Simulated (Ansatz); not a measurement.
**Fields on a plane of Li2O (anti-fluorite)**

```xyz
3
Lattice="0.0000 2.2864 2.2864 2.2864 0.0000 2.2864 2.2864 2.2864 0.0000" Properties=species:S:1:pos:R:3 pbc="T T T"
O      0.0000     0.0000     0.0000
Li     1.1432     1.1432     1.1432
Li     3.4296     3.4296     3.4296
```

The slice is a {100} plane (indices of the conventional cell) through the point (0.750, 0.750, 0.750) (fractional), spanned by u = [100] and v = [0 1 -1] in vectors of this cell: u (3.23 Å) and v (3.23 Å, at 90° to u). It covers one period; positions are fractions (u, v).

Atoms on it: Li at (0.50, 0.50); Li at (0.00, 0.00).

All values below come from r2SCAN (plane waves to 500 eV, PAW, scalar-relativistic; Ansatz, an electronic-structure program). k mesh 12×12×12. Near the nuclei the fields are pseudised (PAW); where an atom keeps semicore shells as valence, they peak there. Li2O was relaxed with its symmetry unable to fall.

```tsv
v \ u	0.00	0.11	0.21	0.32	0.43	0.54	0.64	0.75	0.86	0.96
0.93	0.8	0.3	-0.9	-0.9	-0.7	-0.7	-0.8	-1.0	-0.1	0.7
0.86	0.2	-0.4	-1.0	-1.0	-0.8	-0.8	-0.9	-1.0	-0.7	0.1
0.79	-0.8	-1.0	-1.1	-1.0	-0.9	-0.9	-1.0	-1.1	-1.0	-0.8
0.71	-0.9	-1.0	-1.1	-1.1	-0.9	-0.8	-1.0	-1.1	-1.0	-0.9
0.64	-0.8	-0.9	-1.0	-1.0	-0.1	0.1	-0.7	-1.0	-0.9	-0.8
0.57	-0.7	-0.8	-0.9	-0.6	0.6	0.7	-0.1	-1.0	-0.8	-0.7
0.50	-0.7	-0.8	-0.9	-0.4	0.8	0.9	0.2	-0.9	-0.8	-0.7
0.43	-0.7	-0.8	-0.9	-0.6	0.6	0.7	-0.1	-1.0	-0.8	-0.7
0.36	-0.8	-0.9	-1.0	-1.0	-0.1	0.1	-0.7	-1.0	-0.9	-0.8
0.29	-0.9	-1.0	-1.1	-1.1	-0.9	-0.8	-1.0	-1.1	-1.0	-0.9
0.21	-0.8	-1.0	-1.1	-1.0	-0.9	-0.9	-1.0	-1.1	-1.0	-0.8
0.14	0.2	-0.4	-1.0	-1.0	-0.8	-0.8	-0.9	-1.0	-0.7	0.1
0.07	0.8	0.3	-0.9	-0.9	-0.7	-0.7	-0.8	-1.0	-0.1	0.7
0.00	1.0	0.5	-0.8	-0.9	-0.7	-0.7	-0.8	-0.9	0.2	0.9
```

Values: log₁₀ of the valence density in e/Å³. The scale is logarithmic, as a density can span decades between atoms and voids.

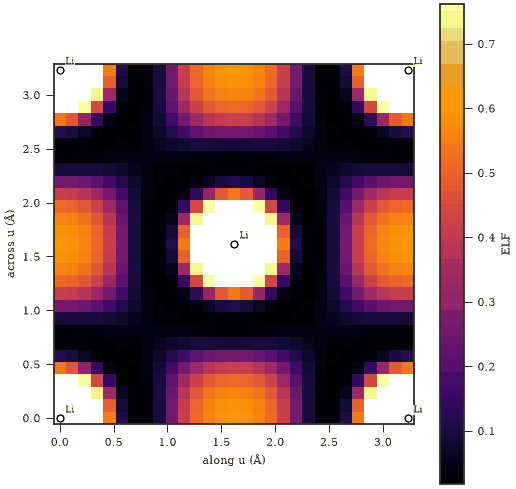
Electron localisation function (ELF), one period of the plane, atoms marked. Points within 0.4 Å of a nucleus are left white, as the pseudised field means little there.
